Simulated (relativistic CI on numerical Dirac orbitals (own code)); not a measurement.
**Tl³⁺: one ion under different settings**

How much do the settings matter for Tl³⁺? One ion, several inputs.

The numbers are computed with relativistic CI on numerical Dirac orbitals (own code) version 3 (Dirac-Coulomb-Breit CI, KLI orbitals optimised for each configuration, model QED (radiative potential, 1s self-energy scaled to tabulated hydrogen-like ionisation energies), numerical settings as typed), except any that are marked as measured or tabulated.

## 1. What is computed

* ion: Tl³⁺ (Tl IV)
* nuclear charge: 81
* electrons: 78
* isotope: A = 205

## 2. Usual settings

Settings of the run:

```ini
atom Tl  Z=81  charge=3  electrons=78
nucleus A=205  rms_radius_fm=5.4759
hamiltonian dirac-coulomb  breit=on  qed=on  c_scale=1
orbitals kli  potential=per-configuration
slater_scale 1
correlation none
mixing on
grid step=0.0125 r_max=64.9
scf mixing=0.4 start=green max_iterations=150 tolerance=2e-08 node_fill=0.05
configurations
  [Xe] 4f14 5d10
  [Xe] 4f14 5d9 6s
  [Xe] 4f14 5d9 6p
  [Xe] 4f14 5d9 5f
  [Xe] 4f14 5d8 6s2
end
```

Command:

```console
python run_levels.py task.json out
```

task.json lists these runs, among others, and the program works through them in turn.

The program writes no log. Results of the run, from its result record (rounded, main fields):

```text
{
  "status": "converged",
  "levels [i, E_cm, J2, conf, term, w_term, w_jj]": [
    [0, 0, 0, "5d10", "1S", 0.9976, 0.9976],
    [1, 76993.842, 6, "5d9 6s", "3D", 1, 1],
    [2, 81348.352, 4, "5d9 6s", "3D", 0.6413, 0.9382],
    [3, 94889.129, 2, "5d9 6s", "3D", 1, 1],
    [4, 99141.199, 4, "5d9 6s", "1D", 0.6343, 0.9362],
    [5, 146823.27, 4, "5d9 6p", "3P*", 0.7307, 0.9307],
    [6, 149762.94, 6, "5d9 6p", "3F*", 0.5238, 0.9875],
    [7, 164906.64, 4, "5d9 6p", "3F*", 0.8191, 0.7868],
    [8, 165624.18, 8, "5d9 6p", "3F*", 0.9989, 0.9989],
    [9, 165724.56, 2, "5d9 6p", "3P*", 0.7483, 0.5512],
    [10, 169799.44, 8, "5d8 6s2", "3F", 0.9535, 0.9405],
    [11, 170487.65, 4, "5d9 6p", "1D*", 0.6841, 0.7427],
    [12, 172141.32, 6, "5d9 6p", "3D*", 0.7484, 0.9903],
    [13, 176292.31, 2, "5d9 6p", "1P*", 0.8253, 0.6146],
    "... 16 more rows left out ..."
  ],
  "total_energy [Ha]": -20232.956163,
  "n_levels_all": 46,
  "overlap": 1.42015e-11,
  "scf_iterations": [12, 13, 12, 13, 13],
  "orbital_energies [Ha]": {"1s": -3137.84, "2s": -559.143, "2p1/2": -536.788, "2p3/2": -461.08, "3s": -134.444, "3p1/2": -124.353, "3p3/2": -107.522, "3d3/2": -90.8645, "3d5/2": -87.2721, "4s": -31.1427, "4p1/2": -26.7859, "4p3/2": -22.7022, "4d3/2": -15.5886, "4d5/2": -14.8261, "4f5/2": -5.64333, "4f7/2": -5.47512, "5s": -6.11288, "5p1/2": -4.65754, "5p3/2": -3.92607, "5d3/2": -1.93445, "5d5/2": -1.85084},
  "configurations [conf, odd, states, E_av_Ha, breit_Ha, qed_Ha]": [
    ["5d10", 0, 1, -20272.90053, 23.67, 16.27],
    ["5d9 6s", 0, 20, -20272.51199, 23.67, 16.28],
    ["5d9 6p", 1, 60, -20272.13183, 23.67, 16.27],
    ["5d9 5f", 1, 140, -20271.5892, 23.67, 16.27],
    ["5d8 6s2", 0, 45, -20272.03317, 23.68, 16.28]
  ],
  "scf_steps of the first configuration [iteration, E_Ha, residual, outer_eigenvalue_Ha]": [
    [1, -20209.90655, 3.95, -4.995],
    [2, -20268.26454, 1.05, -2.596],
    [3, -20272.50426, 0.258, -1.877],
    [4, -20272.83702, 0.165, -1.939],
    [5, -20272.89847, 0.00875, -1.843],
    [6, -20272.89963, 0.00368, -1.853],
    [7, -20272.90102, 0.00443, -1.853],
    [8, -20272.90038, 0.00105, -1.85],
    [9, -20272.90051, 0.000122, -1.851],
    [10, -20272.90053, 3.52e-06, -1.851],
    [11, -20272.90053, 6.87e-08, -1.851],
    [12, -20272.90053, 1.41e-08, -1.851]
  ]
}
```

It took 0.9 s on 1 thread, shared host.

## 3. Start potential bare

Settings: those of step 2 with these lines changed.

```diff
@@ -8,3 +8,3 @@
 grid step=0.0125 r_max=64.9
-scf mixing=0.4 start=green max_iterations=150 tolerance=2e-08 node_fill=0.05
+scf mixing=0.4 start=bare max_iterations=150 tolerance=2e-08 node_fill=0.05
 configurations
```

Results of the run:

```text
{
  "status": "converged",
  "levels [i, E_cm, J2, conf, term, w_term]": [
    [0, 0, 0, "5d10", "1S", 0.9976],
    [1, 76993.842, 6, "5d9 6s", "3D", 1],
    [2, 81348.351, 4, "5d9 6s", "3D", 0.6413],
    [3, 94889.129, 2, "5d9 6s", "3D", 1],
    [4, 99141.199, 4, "5d9 6s", "1D", 0.6343],
    [5, 146823.27, 4, "5d9 6p", "3P*", 0.7307],
    [6, 149762.94, 6, "5d9 6p", "3F*", 0.5238],
    [7, 164906.64, 4, "5d9 6p", "3F*", 0.8191],
    "... 22 more rows left out ..."
  ],
  "total_energy [Ha]": -20232.956163,
  "n_levels_all": 46,
  "overlap": 1.4201e-11,
  "scf_iterations": [20, 20, 20, 23, 20],
  "orbital_energies [Ha]": {"1s": -3137.84, "2s": -559.143, "2p1/2": -536.788, "2p3/2": -461.08, "3s": -134.444, "3p1/2": -124.353, "3p3/2": -107.522, "3d3/2": -90.8645, "3d5/2": -87.2721, "4s": -31.1427, "4p1/2": -26.7859, "4p3/2": -22.7022, "4d3/2": -15.5886, "4d5/2": -14.8261, "4f5/2": -5.64333, "4f7/2": -5.47512, "5s": -6.11288, "5p1/2": -4.65754, "5p3/2": -3.92607, "5d3/2": -1.93445, "5d5/2": -1.85084},
  "configurations [conf, odd, states, E_av_Ha, breit_Ha, qed_Ha]": [
    ["5d10", 0, 1, -20272.90053, 23.67, 16.27],
    ["5d9 6s", 0, 20, -20272.51199, 23.67, 16.28],
    ["5d9 6p", 1, 60, -20272.13183, 23.67, 16.27],
    ["5d9 5f", 1, 140, -20271.5892, 23.67, 16.27],
    ["5d8 6s2", 0, 45, -20272.03317, 23.68, 16.28]
  ],
  "scf_steps of the first configuration [iteration, E_Ha, residual, outer_eigenvalue_Ha]": [
    [1, -17824.23392, 19.8, -132.9],
    [2, -19535.51464, 12.4, -60.96],
    [3, -19637.69761, 12.2, -2.01],
    [4, -19680.89884, 11.6, -2.143],
    [5, -20117.62842, 6.01, -1.122],
    [6, -20225.79332, 3.67, -2.221],
    [7, -20265.14798, 1.59, -1.523],
    [8, -20271.4207, 0.744, -1.776],
    [9, -20272.51452, 0.212, -1.924],
    [10, -20272.8769, 0.14, -1.938],
    [11, -20272.89809, 0.0582, -1.925],
    [12, -20272.9, 0.00396, -1.86],
    [13, -20272.90161, 0.0126, -1.86],
    [14, -20272.90062, 0.0007, -1.851],
    [15, -20272.90049, 0.000246, -1.851],
    [16, -20272.90052, 9.72e-05, -1.851],
    [17, -20272.90053, 2.02e-07, -1.851],
    [18, -20272.90053, 1.53e-07, -1.851],
    [19, -20272.90053, 8.18e-08, -1.851],
    [20, -20272.90053, 1.03e-08, -1.851]
  ]
}
```

Run time: 1.3 s. Hardware: 1 thread, shared host.

## 4. Nuclear radius 4.9283

Settings of the run:

```ini
atom Tl  Z=81  charge=3  electrons=78
nucleus A=205  rms_radius_fm=4.9283
hamiltonian dirac-coulomb  breit=on  qed=on  c_scale=1
orbitals kli  potential=per-configuration
slater_scale 1
correlation none
mixing on
grid step=0.0125 r_max=64.9
scf mixing=0.4 start=green max_iterations=150 tolerance=2e-08 node_fill=0.05
configurations
  [Xe] 4f14 5d10
  [Xe] 4f14 5d9 6s
  [Xe] 4f14 5d9 6p
  [Xe] 4f14 5d9 5f
  [Xe] 4f14 5d8 6s2
end
```

Results of the run:

```text
{
  "status": "converged",
  "levels [i, E_cm, J2, conf, term, w_term]": [
    [0, 0, 0, "5d10", "1S", 0.9975],
    [1, 76970.67, 6, "5d9 6s", "3D", 1],
    [2, 81325.665, 4, "5d9 6s", "3D", 0.6413],
    [3, 94865.511, 2, "5d9 6s", "3D", 1],
    [4, 99118.355, 4, "5d9 6s", "1D", 0.6343],
    [5, 146819.89, 4, "5d9 6p", "3P*", 0.7307],
    [6, 149759.54, 6, "5d9 6p", "3F*", 0.5238],
    [7, 164903.09, 4, "5d9 6p", "3F*", 0.8191],
    "... 22 more rows left out ..."
  ],
  "total_energy [Ha]": -20233.759275,
  "n_levels_all": 46,
  "overlap": 1.41956e-11,
  "scf_iterations": [12, 13, 12, 13, 13],
  "orbital_energies [Ha]": {"1s": -3138.17, "2s": -559.193, "2p1/2": -536.79, "2p3/2": -461.078, "3s": -134.455, "3p1/2": -124.353, "3p3/2": -107.521, "3d3/2": -90.8641, "3d5/2": -87.2716, "4s": -31.1456, "4p1/2": -26.786, "4p3/2": -22.7021, "4d3/2": -15.5884, "4d5/2": -14.826, "4f5/2": -5.64325, "4f7/2": -5.47504, "5s": -6.11347, "5p1/2": -4.65756, "5p3/2": -3.92604, "5d3/2": -1.93444, "5d5/2": -1.85083},
  "configurations [conf, odd, states, E_av_Ha, breit_Ha, qed_Ha]": [
    ["5d10", 0, 1, -20273.72253, 23.68, 16.29],
    ["5d9 6s", 0, 20, -20273.3341, 23.68, 16.29],
    ["5d9 6p", 1, 60, -20272.95385, 23.68, 16.29],
    ["5d9 5f", 1, 140, -20272.41122, 23.68, 16.29],
    ["5d8 6s2", 0, 45, -20272.8554, 23.68, 16.29]
  ],
  "scf_steps of the first configuration [iteration, E_Ha, residual, outer_eigenvalue_Ha]": [
    [1, -20210.72503, 3.95, -4.995],
    [2, -20269.08614, 1.05, -2.596],
    [3, -20273.3262, 0.258, -1.877],
    [4, -20273.65901, 0.165, -1.939],
    [5, -20273.72047, 0.00875, -1.843],
    [6, -20273.72163, 0.00368, -1.853],
    [7, -20273.72302, 0.00443, -1.853],
    [8, -20273.72239, 0.00106, -1.85],
    [9, -20273.72251, 0.000122, -1.851],
    [10, -20273.72253, 3.52e-06, -1.851],
    [11, -20273.72253, 6.88e-08, -1.851],
    [12, -20273.72253, 1.41e-08, -1.851]
  ]
}
```

It took 0.89 s on 1 thread, shared host.

The changed nuclear radius is not that of the isotope named.

## 5. Grid step 0.03

Settings of the run:

```ini
atom Tl  Z=81  charge=3  electrons=78
nucleus A=205  rms_radius_fm=5.4759
hamiltonian dirac-coulomb  breit=on  qed=on  c_scale=1
orbitals kli  potential=per-configuration
slater_scale 1
correlation none
mixing on
grid step=0.03 r_max=64.9
scf mixing=0.4 start=green max_iterations=150 tolerance=2e-08 node_fill=0.05
configurations
  [Xe] 4f14 5d10
  [Xe] 4f14 5d9 6s
  [Xe] 4f14 5d9 6p
  [Xe] 4f14 5d9 5f
  [Xe] 4f14 5d8 6s2
end
```

Results of the run:

```text
{
  "status": "converged",
  "levels [i, E_cm, J2, conf, term, w_term]": [
    [0, 0, 0, "5d10", "1S", 0.9976],
    [1, 76993.858, 6, "5d9 6s", "3D", 1],
    [2, 81348.366, 4, "5d9 6s", "3D", 0.6413],
    [3, 94889.13, 2, "5d9 6s", "3D", 1],
    [4, 99141.2, 4, "5d9 6s", "1D", 0.6343],
    [5, 146823.25, 4, "5d9 6p", "3P*", 0.7307],
    [6, 149762.92, 6, "5d9 6p", "3F*", 0.5238],
    [7, 164906.61, 4, "5d9 6p", "3F*", 0.8191],
    "... 22 more rows left out ..."
  ],
  "total_energy [Ha]": -20232.955621,
  "n_levels_all": 46,
  "overlap": 5.94118e-09,
  "scf_iterations": [12, 13, 12, 12, 13],
  "orbital_energies [Ha]": {"1s": -3137.84, "2s": -559.143, "2p1/2": -536.788, "2p3/2": -461.08, "3s": -134.444, "3p1/2": -124.353, "3p3/2": -107.522, "3d3/2": -90.8645, "3d5/2": -87.272, "4s": -31.1427, "4p1/2": -26.7859, "4p3/2": -22.7022, "4d3/2": -15.5886, "4d5/2": -14.8261, "4f5/2": -5.64332, "4f7/2": -5.47511, "5s": -6.11288, "5p1/2": -4.65754, "5p3/2": -3.92607, "5d3/2": -1.93445, "5d5/2": -1.85084},
  "configurations [conf, odd, states, E_av_Ha, breit_Ha, qed_Ha]": [
    ["5d10", 0, 1, -20272.89988, 23.67, 16.27],
    ["5d9 6s", 0, 20, -20272.51134, 23.67, 16.28],
    ["5d9 6p", 1, 60, -20272.13118, 23.67, 16.27],
    ["5d9 5f", 1, 140, -20271.58855, 23.67, 16.27],
    ["5d8 6s2", 0, 45, -20272.03252, 23.68, 16.28]
  ],
  "scf_steps of the first configuration [iteration, E_Ha, residual, outer_eigenvalue_Ha]": [
    [1, -20209.90593, 3.95, -4.995],
    [2, -20268.26389, 1.05, -2.596],
    [3, -20272.50361, 0.258, -1.877],
    [4, -20272.83637, 0.165, -1.939],
    [5, -20272.89782, 0.00875, -1.843],
    [6, -20272.89898, 0.00368, -1.853],
    [7, -20272.90037, 0.00444, -1.853],
    [8, -20272.89974, 0.00107, -1.85],
    [9, -20272.89987, 0.000115, -1.851],
    [10, -20272.89988, 2.39e-06, -1.851],
    [11, -20272.89988, 7.87e-08, -1.851],
    [12, -20272.89988, 1.38e-08, -1.851]
  ]
}
```

Wall time 0.4 s (1 thread, shared host).

## 6. Slater scale 0

Settings of the run:

```ini
atom Tl  Z=81  charge=3  electrons=78
nucleus A=205  rms_radius_fm=5.4759
hamiltonian dirac-coulomb  breit=on  qed=on  c_scale=1
orbitals kli  potential=per-configuration
slater_scale 0
correlation none
mixing on
grid step=0.0125 r_max=64.9
scf mixing=0.4 start=green max_iterations=69 tolerance=2e-08 node_fill=0.05
configurations
  [Xe] 4f14 5d10
  [Xe] 4f14 5d9 6s
  [Xe] 4f14 5d9 6p
  [Xe] 4f14 5d9 5f
  [Xe] 4f14 5d8 6s2
end
```

Results of the run:

```text
{
  "status": "converged",
  "levels [i, E_cm, J2, conf, term, w_term]": [
    [0, 0, 0, "5d10", "1S", 1],
    [1, 79057.939, 6, "5d9 6s", "3D", 1],
    [2, 79058.831, 4, "5d9 6s", "1D", 0.6],
    [3, 96359.42, 4, "5d9 6s", "3D", 0.6],
    [4, 96362.113, 2, "5d9 6s", "3D", 1],
    [5, 152578.43, 6, "5d9 6p", "3F*", 0.4444],
    [6, 152584.13, 4, "5d9 6p", "3P*", 0.48],
    [7, 166840.99, 8, "5d9 6p", "3F*", 1],
    "... 22 more rows left out ..."
  ],
  "total_energy [Ha]": -20232.953597,
  "n_levels_all": 46,
  "overlap": 1.42015e-11,
  "scf_iterations": [12, 13, 12, 13, 13],
  "orbital_energies [Ha]": {"1s": -3137.84, "2s": -559.143, "2p1/2": -536.788, "2p3/2": -461.08, "3s": -134.444, "3p1/2": -124.353, "3p3/2": -107.522, "3d3/2": -90.8645, "3d5/2": -87.2721, "4s": -31.1427, "4p1/2": -26.7859, "4p3/2": -22.7022, "4d3/2": -15.5886, "4d5/2": -14.8261, "4f5/2": -5.64333, "4f7/2": -5.47512, "5s": -6.11288, "5p1/2": -4.65754, "5p3/2": -3.92607, "5d3/2": -1.93445, "5d5/2": -1.85084},
  "configurations [conf, odd, states, E_av_Ha, breit_Ha, qed_Ha]": [
    ["5d10", 0, 1, -20272.90053, 23.67, 16.27],
    ["5d9 6s", 0, 20, -20272.51199, 23.67, 16.28],
    ["5d9 6p", 1, 60, -20272.13183, 23.67, 16.27],
    ["5d9 5f", 1, 140, -20271.5892, 23.67, 16.27],
    ["5d8 6s2", 0, 45, -20272.03317, 23.68, 16.28]
  ],
  "scf_steps of the first configuration [iteration, E_Ha, residual, outer_eigenvalue_Ha]": [
    [1, -20209.90655, 3.95, -4.995],
    [2, -20268.26454, 1.05, -2.596],
    [3, -20272.50426, 0.258, -1.877],
    [4, -20272.83702, 0.165, -1.939],
    [5, -20272.89847, 0.00875, -1.843],
    [6, -20272.89963, 0.00368, -1.853],
    [7, -20272.90102, 0.00443, -1.853],
    [8, -20272.90038, 0.00105, -1.85],
    [9, -20272.90051, 0.000122, -1.851],
    [10, -20272.90053, 3.52e-06, -1.851],
    [11, -20272.90053, 6.87e-08, -1.851],
    [12, -20272.90053, 1.41e-08, -1.851]
  ]
}
```

It took 0.89 s on 1 thread, shared host.

This setting is unsound; the numbers are not properties of the ion.

## 7. Tolerance 0.3

Settings: those of step 6 with these lines changed.

```diff
@@ -4,3 +4,3 @@
 orbitals kli  potential=per-configuration
-slater_scale 0
+slater_scale 1
 correlation none
@@ -8,3 +8,3 @@
 grid step=0.0125 r_max=64.9
-scf mixing=0.4 start=green max_iterations=69 tolerance=2e-08 node_fill=0.05
+scf mixing=0.4 start=green max_iterations=80 tolerance=0.3 node_fill=0.05
 configurations
```

Results of the run:

```text
{
  "status": "converged",
  "levels [i, E_cm, J2, conf, term, w_term]": [
    [0, 0, 0, "5d10", "1S", 0.9973],
    [1, 73488.054, 6, "5d9 6s", "3D", 1],
    [2, 77987.008, 4, "5d9 6s", "3D", 0.633],
    [3, 92491.283, 2, "5d9 6s", "3D", 1],
    [4, 96788.164, 4, "5d9 6s", "1D", 0.6248],
    [5, 141609.27, 4, "5d9 6p", "3P*", 0.7258],
    [6, 144642.59, 6, "5d9 6p", "3F*", 0.523],
    [7, 160708.97, 4, "5d9 6p", "3F*", 0.8128],
    "... 22 more rows left out ..."
  ],
  "total_energy [Ha]": -20232.332985,
  "n_levels_all": 46,
  "overlap": 1.27468e-11,
  "scf_iterations": [3, 3, 3, 3, 3],
  "orbital_energies [Ha]": {"1s": -3152.31, "2s": -562.411, "2p1/2": -541.509, "2p3/2": -464.595, "3s": -134.336, "3p1/2": -124.466, "3p3/2": -107.43, "3d3/2": -90.602, "3d5/2": -86.94, "4s": -30.8991, "4p1/2": -26.5869, "4p3/2": -22.5001, "4d3/2": -15.3359, "4d5/2": -14.5738, "4f5/2": -5.28166, "4f7/2": -5.12078, "5s": -6.08828, "5p1/2": -4.65223, "5p3/2": -3.93027, "5d3/2": -1.95815, "5d5/2": -1.8766},
  "configurations [conf, odd, states, E_av_Ha, breit_Ha, qed_Ha]": [
    ["5d10", 0, 1, -20272.50426, 23.84, 16.33],
    ["5d9 6s", 0, 20, -20272.13042, 23.85, 16.33],
    ["5d9 6p", 1, 60, -20271.75595, 23.85, 16.33],
    ["5d9 5f", 1, 140, -20271.22455, 23.85, 16.33],
    ["5d8 6s2", 0, 45, -20271.66958, 23.85, 16.33]
  ],
  "scf_steps of the first configuration [iteration, E_Ha, residual, outer_eigenvalue_Ha]": [
    [1, -20209.90655, 3.95, -4.995],
    [2, -20268.26454, 1.05, -2.596],
    [3, -20272.50426, 0.258, -1.877]
  ]
}
```

Wall time 0.5 s (1 thread, shared host).

This setting is unsound; the numbers are not properties of the ion.

## 8. The runs side by side

| setting | total energy less usual (Ha) | largest shift of a level among the lowest eight of both runs, same label and place (cm⁻¹) | SCF iterations | time | lowest level | kind of change |
| --- | --- | --- | --- | --- | --- | --- |
| usual | 0 | 0 | 63 | 0.9 s | 5d10 1S0 | - |
| start potential bare | 0 | 0 | 103 | 1.3 s | 5d10 1S0 | numerical |
| nuclear radius 4.9283 | -0.803 | 23.6 | 63 | 0.89 s | 5d10 1S0 | unphysical constant |
| grid step 0.03 | 0.000542 | 0.0287 | 62 | 0.4 s | 5d10 1S0 | numerical |
| Slater scale 0 | 0.00257 | 5760 | 63 | 0.89 s | 5d10 1S0 | unsound |
| tolerance 0.3 | 0.623 | 5210 | 15 | 0.5 s | 5d10 1S0 | unsound |

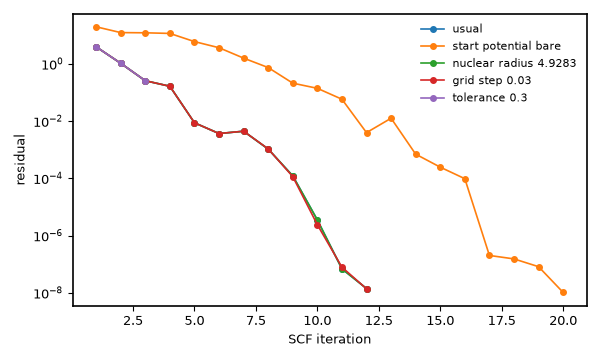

Residual of the first configuration's SCF.

## 9. What came out

```
                    quantity           value
lowest level, usual settings        5d10 1S0
                total energy  -20232.9562 Ha
            first excitation      76994 cm⁻¹
```

**Reading.** Among the runs whose levels can be followed, they move most under «Slater scale 0» (unsound), by up to 5760 cm⁻¹. No visible change in the result comes from «start potential bare». «Start potential bare» costs 103 SCF iterations against 63. Only the listed configurations are in the model. Near neutrality, missing correlation can shift configurations against each other by thousands of cm⁻¹.
